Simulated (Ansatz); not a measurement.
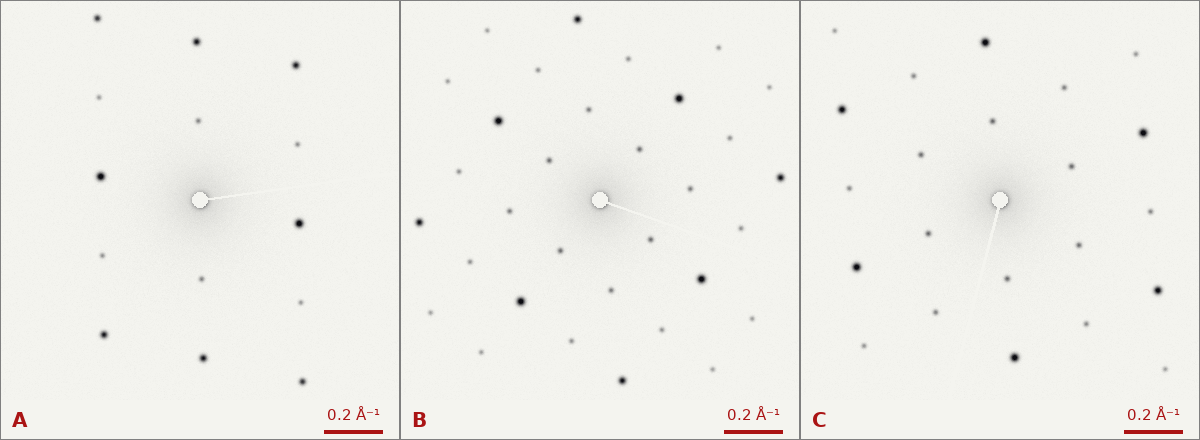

The patterns are kinematic simulations for 200 kV electrons (no multiple scattering; isotropic B = 0.5 Å²).

All three come from Pb3Cl, space group P4/mmm (No. 123), a = 4.44 Å, c = 6.21 Å. Structure: coordinates from a relaxation with DFT, PAW plane waves, r2scan in Ansatz; the starting structure was generated, so it need not be a known form of this composition.

```cif
data_structure
_symmetry_space_group_name_H-M 'P4/mmm'
_symmetry_Int_Tables_number 123
_cell_length_a 4.4401
_cell_length_b 4.4401
_cell_length_c 6.2068
_cell_angle_alpha 90.000
_cell_angle_beta 90.000
_cell_angle_gamma 90.000
_cell_volume 122.37
loop_
_atom_site_label
_atom_site_type_symbol
_atom_site_symmetry_multiplicity
_atom_site_Wyckoff_symbol
_atom_site_fract_x
_atom_site_fract_y
_atom_site_fract_z
_atom_site_occupancy
Pb1 Pb 1 c 0.50000 0.50000 0.00000 1
Pb2 Pb 2 e 0.00000 0.50000 0.50000 1
Cl1 Cl 1 a 0.00000 0.00000 0.00000 1
```

**Assign the zone axes [001], [111], [211] to A, B and C.**

A is [211]: oblique net of 0 1 -1 at d = 3.61 Å and -1 1 1 at d = 2.80 Å, at 75.5°. B is [001]: square net of 1 0 0 at d = 4.44 Å and 0 1 0 at d = 4.44 Å, at 90.0°. C is [111]: centred rectangular net of -1 0 1 at d = 3.61 Å and 0 -1 1 at d = 3.61 Å, at 70.2°.
